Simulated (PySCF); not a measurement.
```xyz
19

C    -2.7654   -0.5929   -0.3688
C    -1.9585    0.7027   -0.4441
N    -0.6059    0.5023    0.0056
C    -0.1843    0.5879    1.3008
C     1.1383    0.2629    1.3595
C     1.5421   -0.0433    0.0343
C     2.8580   -0.4434   -0.4319
O     3.1455   -0.7086   -1.5767
O     3.7742   -0.4990    0.5567
C     0.4258    0.1143   -0.7665
H    -3.7824   -0.4197   -0.7097
H    -2.7968   -0.9604    0.6542
H    -2.3105   -1.3564   -0.9952
H    -1.9319    1.0644   -1.4755
H    -2.4247    1.4690    0.1816
H    -0.8588    0.8826    2.0809
H     1.7652    0.2400    2.2269
H     4.6270   -0.7711    0.1857
H     0.3333   -0.0220   -1.8253
```

Geometry: GFN2-xTB.

Level of theory: PySCF, PBE0/pcSseg-1, SCF density, gas phase, non-relativistic.

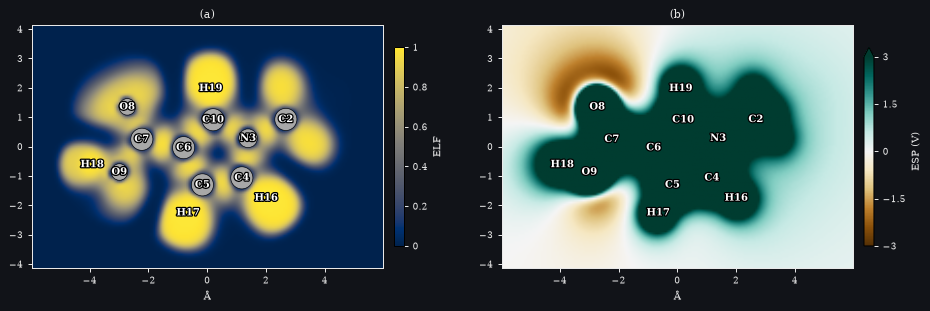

C$_{7}$H$_{9}$NO$_{2}$ (SMILES CCn1ccc(C(=O)O)c1). (a) electron localisation function; (b) molecular electrostatic potential on the plane of atoms O8, C7 and O9. Grey discs cover the atomic cores in the ELF map.

### What does the map show?

Atoms in the plane: C, N, O and H.
C–O (1.21 Å): the ELF peaks at about 0.85 between the atoms: a short, multiple covalent bond.
C–N (1.35 Å): the ELF peaks at about 0.90 between the atoms; localised, covalent bonding.
C–C (1.36 Å): the ELF peaks at about 0.95 between the atoms (a covalent bond).
O–H (0.97 Å): the ELF climbs to about 1 towards the hydrogen, as it does in any bond to H: an ordinary covalent bond to hydrogen.
C–O (1.35 Å): the ELF peaks at about 0.90 between the atoms, as expected for a shared but strongly polarised pair.
The ELF also peaks beside O9 and O8, away from the bonds: lone-pair regions.
Outside the dense part of the molecule the potential is most negative (−2.4 V) near O8.
